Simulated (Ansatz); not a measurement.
# One shape, several levels: BNH6 (SMILES [BH3-][NH3+])

We compute a comparison of 6 runs (CAM-B3LYP/STO-3G, PBE0/STO-3G, UB3LYP/STO-3G, MP2/STO-3G, BCCD(T)/STO-3G, CCSD(T)/STO-3G) of BNH6. 

The calculation is run with Ansatz 0.2.0.

48 further runs of the same task are left out: 2 that didn't finish, 46 set aside as unsound or not needed.

## Step 1: Starting point

BNH6 has 8 atoms, charge 0, and is taken as a singlet. As SMILES, `[BH3-][NH3+]`. The H5–B1 distance was set to 1.818 Å, away from the relaxed value. At this shape a bond of the SMILES string is far longer than usual.

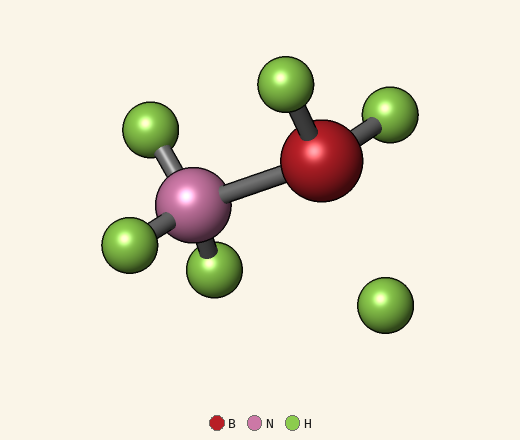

The structure, seen from a chosen angle (boron red, nitrogen pink, hydrogen green).

## Step 2: A single-point energy at CAM-B3LYP/STO-3G (run 1)

Contents of input.yaml:

```yaml
crystal:
  periodic: [false, false, false]
  atoms:
    - {symbol: B, position_ang: [-0.589123, -0.187071, -0.643909]}
    - {symbol: N, position_ang: [-0.191323, -0.692971, 0.863191]}
    - {symbol: H, position_ang: [-0.476023, -1.166271, -1.349509]}
    - {symbol: H, position_ang: [-1.730423, 0.211829, -0.555709]}
    - {symbol: H, position_ang: [0.604400, 1.126600, -1.038400]}
    - {symbol: H, position_ang: [-0.257023, 0.069129, 1.530191]}
    - {symbol: H, position_ang: [0.758777, -1.049171, 0.886791]}
    - {symbol: H, position_ang: [-0.811823, -1.434371, 1.171991]}
basis:
  gaussian:
    orbitals: STO-3G
hamiltonian:
  xc: {name: CAM-B3LYP}
accuracy: high
```

Command:

```console
$ ansatz run input.yaml --threads 1 --pin off --max-ram 2610MiB --events-out events.jsonl --progress --plain --runs-dir runs
```

Log:

```text
Warning: RAYON_NUM_THREADS=1 ignored (pool sized by the plan → 1); use --threads N
Functional definition: CAM-B3LYP
  name "CAM-B3LYP"
  parameter alpha = 0.19
  parameter beta = 0.46
  parameter omega = 0.33/bohr
  parameter ac = 0.81
  exchange = (1 - alpha - beta)*b88_x + beta*b88_x_sr(omega) + alpha*exact_x + beta*exact_x_lr(omega)
  correlation = (1 - ac)*vwn5_c + ac*lyp_c
276 factors; integrals over basis functions are off by at most 1.3e-8 eV
174 factors; integrals over basis functions are off by at most 8.0e-10 eV
mean field evaluation 1: about -2230.5531 eV, gradient 1.3e1 eV
mean field evaluation 2: about -2231.2388 eV, gradient 7.8e0 eV
mean field evaluation 4: about -2231.4562 eV, gradient 1.7e-1 eV
mean field evaluation 8: about -2231.3836 eV, gradient 4.2e-4 eV
mean field -2231.38355726 eV, -82.0018332433 hartree, gradient 3.1e-8 eV, S^2 0.000000; 0 other end points of the search recorded, 0 dependent functions left out
reference -2231.38357154 eV, -82.0018337680 hartree; 9, 9 occupied and 7, 7 virtual orbitals, 276 factors
Total energy: -2231.38357154 eV, -82.0018337680 hartree
```

Run time: 1.5 s. Hardware: 1 thread of Arm Neoverse V1, shared host; peak memory 0.097 GiB.

## Step 3: A single-point energy at PBE0/STO-3G (run 2)

Contents of input.yaml:

```yaml
crystal:
  periodic: [false, false, false]
  atoms:
    - symbol: B
      position_ang: [-0.589123, -0.187071, -0.643909]
    - symbol: N
      position_ang: [-0.191323, -0.692971, 0.863191]
    - symbol: H
      position_ang: [-0.476023, -1.166271, -1.349509]
    - symbol: H
      position_ang: [-1.730423, 0.211829, -0.555709]
    - symbol: H
      position_ang: [0.604400, 1.126600, -1.038400]
    - symbol: H
      position_ang: [-0.257023, 0.069129, 1.530191]
    - symbol: H
      position_ang: [0.758777, -1.049171, 0.886791]
    - symbol: H
      position_ang: [-0.811823, -1.434371, 1.171991]
basis:
  gaussian: {orbitals: STO-3G}
hamiltonian: {xc: {name: PBE0}}
accuracy: high
```

Command:

```console
$ ansatz run input.yaml --threads 1 --pin off --max-ram 2610MiB --events-out events.jsonl --progress --plain --runs-dir runs
```

Log:

```text
Warning: RAYON_NUM_THREADS=1 ignored (pool sized by the plan → 1); use --threads N
Functional definition: PBE0
  name "PBE0"
  parameter a = 0.25
  parameter kappa = 0.804
  parameter beta = 0.06672455060314922
  exchange = (1 - a)*pbe_x(kappa = kappa, mu = beta*pi^2/3) + a*exact_x
  correlation = pbe_c(beta = beta)
276 factors; integrals over basis functions are off by at most 1.3e-8 eV
mean field evaluation 1: about -2229.6199 eV, gradient 1.1e1 eV
mean field evaluation 2: about -2229.9758 eV, gradient 9.0e0 eV
mean field evaluation 4: about -2230.2862 eV, gradient 5.1e-1 eV
mean field evaluation 8: about -2230.2249 eV, gradient 2.5e-3 eV
mean field evaluation 16: about -2230.2249 eV, gradient 9.2e-9 eV
mean field -2230.22485340 eV, -81.9592516616 hartree, gradient 9.2e-9 eV, S^2 0.000000; 0 other end points of the search recorded, 0 dependent functions left out
reference -2230.22485497 eV, -81.9592517194 hartree; 9, 9 occupied and 7, 7 virtual orbitals, 276 factors
Total energy: -2230.22485497 eV, -81.9592517194 hartree
```

Run time: 1.2 s. Hardware: 1 thread of Arm Neoverse V1, shared host; peak memory 0.096 GiB.

Runs 3 to 5 aren't shown in full; the table further down has their settings and results.

## Step 4: A single-point energy at CCSD(T)/STO-3G (run 6)

Contents of in.yaml:

```yaml
crystal:
  periodic: [false, false, false]
  atoms:
    - symbol: B
      position_ang: [-0.589123, -0.187071, -0.643909]
    - symbol: N
      position_ang: [-0.191323, -0.692971, 0.863191]
    - symbol: H
      position_ang: [-0.476023, -1.166271, -1.349509]
    - symbol: H
      position_ang: [-1.730423, 0.211829, -0.555709]
    - symbol: H
      position_ang: [0.604400, 1.126600, -1.038400]
    - symbol: H
      position_ang: [-0.257023, 0.069129, 1.530191]
    - symbol: H
      position_ang: [0.758777, -1.049171, 0.886791]
    - symbol: H
      position_ang: [-0.811823, -1.434371, 1.171991]
basis:
  gaussian:
    orbitals: STO-3G
correlation:
  method: ccsd_t
  frozen_orbitals: {B: 1, H: 0, "N": 1}
accuracy: high
scf:
  omitted_lower_state_checks: [cluster_reference, increment]
```

Command:

```console
$ ansatz run in.yaml --threads 1 --pin off --max-ram 2610MiB --events-out events.jsonl --progress --plain --runs-dir runs
```

Log, cut to the lines that bear on the results:

```text
Warning: RAYON_NUM_THREADS=1 ignored (pool sized by the plan → 1); use --threads N
Functional definition: HF
  name "HF"
[...]
276 factors; integrals over basis functions are off by at most 1.3e-8 eV
[...]
mean field -2216.89284670 eV, -81.4693094523 hartree, gradient 1.3e-8 eV, S^2 0.000000; 0 other end points of the search recorded, 0 dependent functions left out; unrestricted orbitals would lower it
2 core orbitals not correlated: weight in the atoms' cores, before any rotation towards them, 1.000 or more for the frozen orbitals, at most 0.000 for the correlated occupied ones
reference -2216.89284670 eV, -81.4693094523 hartree; 7, 7 occupied and 7, 7 virtual orbitals, 276 factors
second order -3.17605847 eV of doubles, -0.00000000 eV of singles
cycle   1  -3.95371175 eV  change   -7.8e-1 eV  update   7.9e-2
[...]
cycle  19  -4.42699531 eV  change  -8.8e-10 eV  update  3.2e-10
perturbative correction -0.03152533 eV, -0.0011585344 hartree
Total energy: -2221.35136734 eV, -81.6331570637 hartree
Checks for a lower state left out: cluster_reference, increment
```

Run time: 0.14 s. Hardware: 1 thread of Arm Neoverse V1, shared host.

## Step 5: Overview of the runs

| run | level | frozen core orbitals | energy (Eh) | wall time |
| --- | --- | --- | --- | --- |
| 1 | CAM-B3LYP/STO-3G | – | -82.001834 | 1.5 s |
| 2 | PBE0/STO-3G | – | -81.959252 | 1.2 s |
| 3 | UB3LYP/STO-3G | – | -82.070093 | 2 s |
| 4 | MP2/STO-3G | 2 | -81.586027 | 0.1 s |
| 5 | BCCD(T)/STO-3G | 2 | -81.633123 | 0.18 s |
| 6 | CCSD(T)/STO-3G | 2 | -81.633157 | 0.14 s |

## Step 6: Outcome

| quantity | value |
| --- | --- |
| run 6: total energy | -81.63316 Eh |
| run 6: correlation energy (2 core orbitals frozen) | -163.8 mEh |
| run 6: (T) correction | -1.16 mEh |
| run 6: T1 diagnostic | 0.011 |

What this shows: Totals of different functionals can't be ranked against each other. In runs 4, 5, 6 the log says that unrestricted orbitals would lower the reference, so the values rest on an unstable closed-shell determinant (other closed-shell runs at this shape may share the fault). In runs 1, 2, 3, 4, 5, 6 the basis is minimal, so the values are rough. All runs together took 5.1 s, the longest 2 s.
